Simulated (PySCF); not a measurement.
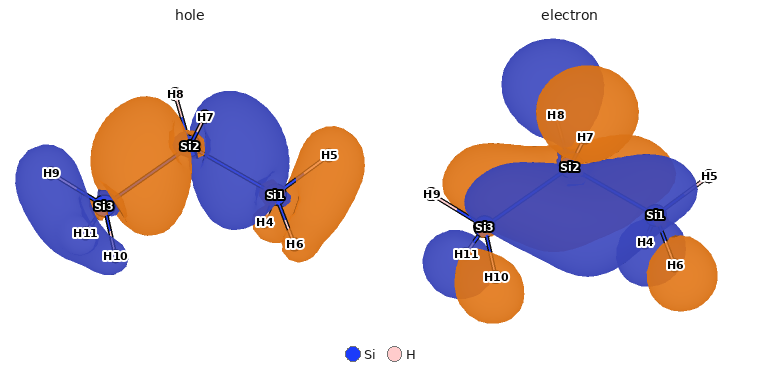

Figure 1: H8Si3, SMILES `[SiH3][SiH2][SiH3]`. Leading natural transition orbital pair of S₂ (TDA singlet states); the surfaces enclose about 85 % of each orbital's density.

Method: CAM-B3LYP/6-311+G**; geometry: GFN2-xTB; program: PySCF. No frequency check shows the geometry to be a minimum.

Coordinates in Å:

```
Si1     -1.9641   -0.3912    0.0010
Si2     -0.0000    0.8332    0.0000
Si3      1.9641   -0.3911   -0.0010
H4      -2.0535   -1.2650    1.1744
H5      -3.1833    0.4207   -0.0097
H6      -2.0547   -1.2650   -1.1723
H7      -0.0005    1.7529   -1.1517
H8       0.0005    1.7528    1.1517
H9       3.1833    0.4207    0.0098
H10      2.0535   -1.2650   -1.1744
H11      2.0547   -1.2650    1.1723
```

Question: Where does the state lie, and where do hole and electron sit?

Answer: 7.33 eV (169 nm), f = 0.000 (dark); the leading pair carries 96 %; hole on Si2 (34 %) and Si1 and Si3 (23 % each), electron on Si2 (36 %), Si1 and Si3 (15 % each) and H7 and H8 (10 % each); their centroids lie 0.2 Å apart; S₁ lies within 0.1 eV of it. In canonical orbitals it is mainly HOMO → LUMO+3 (94 %). The HOMO–LUMO gap is 10.12 eV.

The PySCF run took 3.6 min on 1 thread of Intel(R) Xeon(R) Platinum 8259CL CPU @ 2.50GHz (Skylake/Cascade Lake), with other jobs on the host, peak memory 0.74 GiB.
